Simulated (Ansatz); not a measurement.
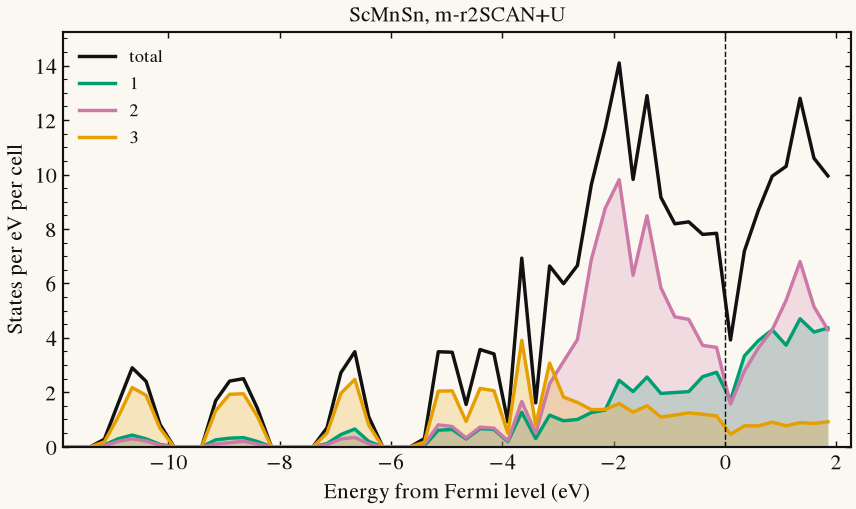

Density of states. Energies are counted from the Fermi level. The partial curves are projected on Löwdin-orthogonalised atomic shells.

The material is ScMnSn (amorphous cell), 9 atoms in the cell.

Ansatz 0.2.0; DFT with m-r2SCAN, PAW plane waves, Ueff = 2.53 eV on Mn d, no spin polarisation, 4×4×3 k mesh, 500 eV cutoff, Fermi-Dirac smearing of 0.025 eV.

Q: The numbered curves are projections. Which is which? The candidates: Mn, Sc, Sn.

A: 1 is Sc; 2 is Mn; 3 is Sn.

Q: Metal or insulator, and how many states lie at the Fermi level?

A: It is a metal. The density of states at the Fermi level is about 5.9 per eV and cell (mean within 0.25 eV), or 0.65 per atom.

The run has no spin polarisation, so a magnetic state may lie lower. The atoms aren't at rest in this cell (largest force 3.3 eV/Å), so the relaxed material can differ.
